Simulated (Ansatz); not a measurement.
Partial pair distribution functions of a relaxed model of amorphous Si₂₄O₅₁Sb₂, broadened by 0.06 Å; density 2.45 g/cm³. These are PBE, scalar-relativistic without spin-orbit coupling (plane waves to 420 eV, PAW; Ansatz, a program for electronic structure) values and carry that method's errors.

The cell was made by melting and quenching with the CHGNet potential and then relaxed with DFT. O atoms were pushed apart under 1.9 Å during the dynamics, to hinder bonds among them. The hot cell started wider than the set density and was brought back towards it in steps. It is the lowest in DFT energy of 2 quenches. It is a model cell: composition and starting density were chosen by hand, and all elements were melted together. No dispersion term was used. Its density started from a set value of 2.45 and ended at 2.45 g/cm³. Cooling (nominally 480 K/ps over its main leg) ran many orders faster than in experiment, which tends to leave more defects and strain. One small periodic cell is one sample of the glass; other quenches scatter about these values. The volume was held where the preparation left it, at a PBE pressure of 0.8 GPa. Stress components on the final sampling reach 2.0 GPa.

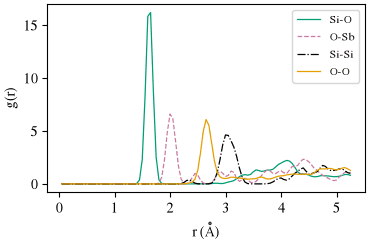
Fig. 1. Partial pair distribution functions

Highest peaks under 4.5 Å: Si-O near 1.65 Å, O-Sb near 2.00 Å, Si-Si near 3.00 Å, O-O near 2.65 Å; pairs of few atoms are noisy.

Within 1.90 Å each Si has 3.96 O neighbours on average.
